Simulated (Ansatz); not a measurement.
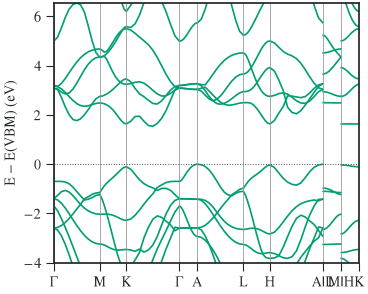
Figure. Band structure from the program Ansatz at the r²SCAN+D4 level (PAW)

Task: Read off the gap and where the band edges lie.

Result: About 1.5 eV (1.53 eV by a search for the band edges); maximum at A, minimum on the K–Γ line, 47 % of the way from K.

The material is WSe2 in space group P-6m2 (No. 187; W on 1a, Se on 2h).

The workflow started from a Materials Project entry (that database holds measured and hypothetical structures alike); the Crystallography Open Database copy checked does not list it. It is not the phase usual at ambient conditions (space group No. 194). The cell keeps a stress of up to 0.2 GPa. The cell was relaxed with r²SCAN+D4 under the symmetry of its start; whether a distortion lowers the energy is not shown. The run is not spin-polarised. Spin–orbit coupling is left out wherever it is not named.

Potentials: the later of the program's two PAW sets.
